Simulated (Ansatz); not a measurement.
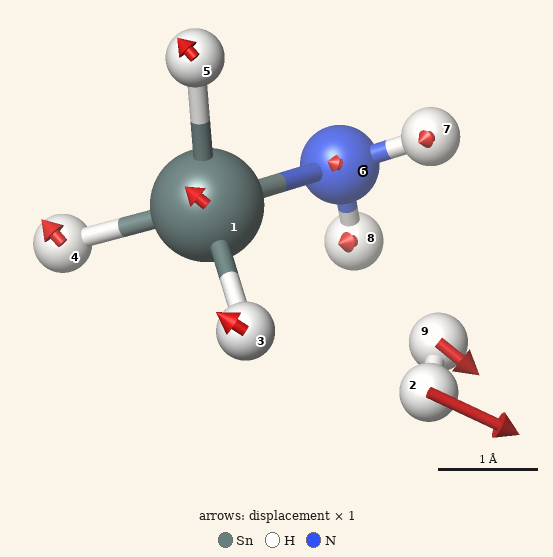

A relaxation of SnNH₇. The starting structure is drawn; red arrows show the displacements, at their true length. The two geometries are superimposed by the best rigid fit.

Style: ball-and-stick. Shown from a free direction.

The run prepares an end point of a later path (reaction) calculation, from a guessed geometry.

The calculation used RKS PBE/def2-SVP (Ansatz 0.2.0).

The input:
```yaml
crystal:
  periodic: [false, false, false]
  atoms:
    - { symbol: Sn, position_ang: [-0.539658, 0.041147, -0.468583] }
    - { symbol: H, position_ang: [-0.08495, -0.065773, 2.447018] }
    - { symbol: H, position_ang: [0.954361, -0.130437, 0.396997] }
    - { symbol: H, position_ang: [-0.561268, 1.575555, -1.262842] }
    - { symbol: H, position_ang: [-0.727986, -1.263181, -1.586295] }
    - { symbol: "N", position_ang: [-2.31566, 0.019605, 0.633211] }
    - { symbol: H, position_ang: [-2.452846, -0.866022, 1.139042] }
    - { symbol: H, position_ang: [-2.405176, 0.785238, 1.314148] }
    - { symbol: H, position_ang: [-0.795516, -0.096132, 2.315804] }
basis:
  gaussian: { orbitals: def2-SVP }
hamiltonian:
  xc: pbe
relax:
  f_tol: 0.03
  max_steps: 50
output:
  orbitals: {}
```

Launched with:
```bash
ansatz run input.yaml --threads 1 --pin off --max-ram 2048MiB --backend cpu --events-out ev --progress --plain --runs-dir out
```

Atoms of which element are displaced furthest, and by how much?

Hydrogen: up to 1.06 Å, against 0.30 Å for tin.

What did the optimiser do to the structure, and how much energy did it gain?

Over 9 geometry steps the energy falls by 0.258 eV. The largest force component goes from 1.9 to 0.0079 eV/Å. The forces were under the threshold at step 6, but the run went on from there. H2 moves most after the best rigid fit: 1.06 Å. Largest moves by element: H 1.06 Å, Sn 0.30 Å, N 0.15 Å. Near-neighbour distances that change, for instance: H2–H9 0.723 → 0.769 Å, Sn1–N6 2.090 → 2.078 Å, Sn1–H3 1.735 → 1.741 Å. Among the angles between lasting bonds that change: H3–Sn1–N6 117.9° → 114.9°, Sn1–N6–H8 114.5° → 111.9°. Cost: 20 s on 1 thread of Arm Neoverse V1 (shared host), peak memory 0.13 GiB.
